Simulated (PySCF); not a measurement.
# C2H8FNSi (SMILES NCC[SiH2]F): what the fields show

```yaml
atoms:
  - { symbol: N, position_ang: [-1.6362, 0.7065, -0.4673] }
  - { symbol: C, position_ang: [-1.1240, -0.5933, -0.0874] }
  - { symbol: C, position_ang: [0.1977, -0.5779, 0.7050] }
  - { symbol: Si, position_ang: [1.6605, 0.2124, -0.2121] }
  - { symbol: F, position_ang: [1.4263, 1.8121, -0.2585] }
  - { symbol: H, position_ang: [-0.9852, 1.1809, -1.0838] }
  - { symbol: H, position_ang: [-1.7535, 1.2904, 0.3543] }
  - { symbol: H, position_ang: [-0.9950, -1.1788, -1.0022] }
  - { symbol: H, position_ang: [-1.8978, -1.0823, 0.5141] }
  - { symbol: H, position_ang: [0.0284, -0.0482, 1.6473] }
  - { symbol: H, position_ang: [0.4481, -1.6058, 0.9717] }
  - { symbol: H, position_ang: [1.7162, -0.1744, -1.6149] }
  - { symbol: H, position_ang: [2.9101, 0.0590, 0.5162] }
```

Geometry: GFN2-xTB.

Method: PBE0/pcSseg-1, SCF density, gas phase, non-relativistic in PySCF.

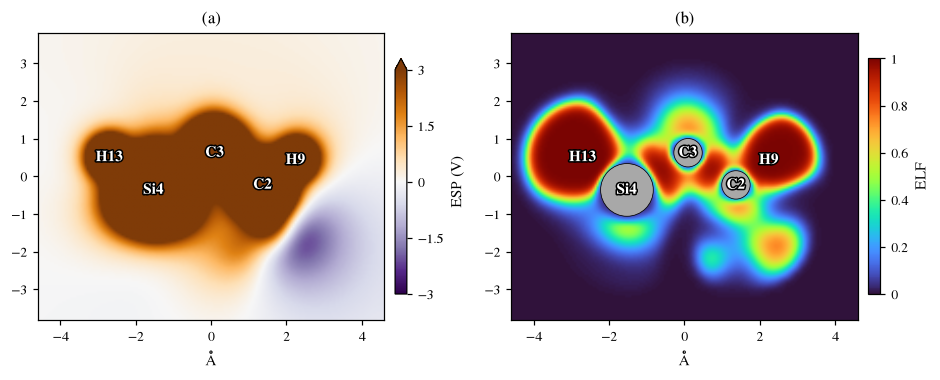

Figure 1. (a) electrostatic potential; (b) electron localisation function on the plane of atoms C3, Si4 and H13. Grey discs cover the atomic cores in the ELF map.

**What does the map show?**

- Atoms in the plane: C, Si and H.
- C–C (1.54 Å): the ELF peaks at about 0.95 between the atoms: localised, covalent bonding.
- C–Si (1.90 Å): the ELF peaks at about 0.95 between the atoms: a covalent bond.
- C–H (1.10 Å): the ELF climbs to about 1 towards the hydrogen, as it does in any bond to H; a covalent bond by its length.
- Si–H (1.45 Å): the ELF climbs to about 1 towards the hydrogen.
- Outside the dense part of the molecule the potential is most negative (−2.1 V) near N1, which lies off the plane.

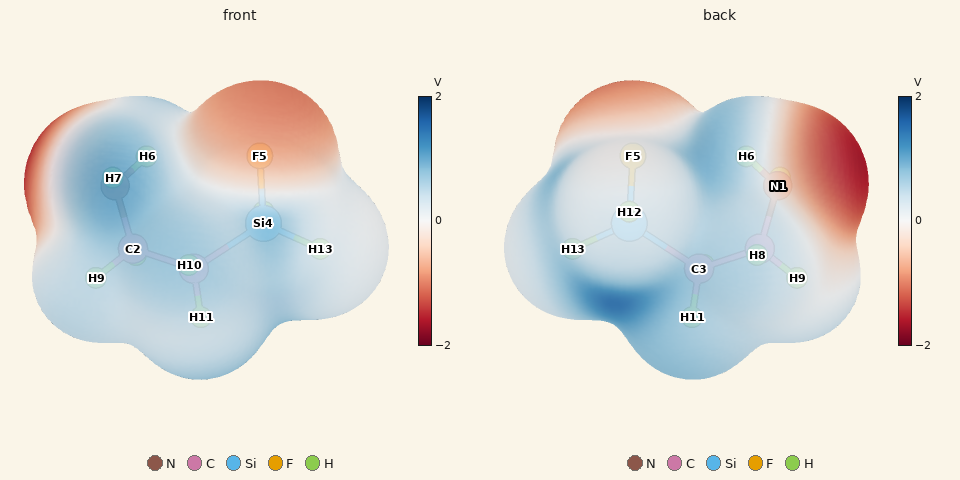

Figure 2. The molecular electrostatic potential painted on the density surface at 0.001 e/bohr³, seen from the front and from behind; the colour scale runs from red (negative) to blue (positive).

**Which sites attract a positive test charge, and which a negative one?**

A positive charge is drawn to the negative regions and a negative charge to the positive ones. The most negative region (about −1.6 V) lies over N1, the most positive (about +1.4 V) over Si4. N1 is the likeliest acceptor of a hydrogen bond.
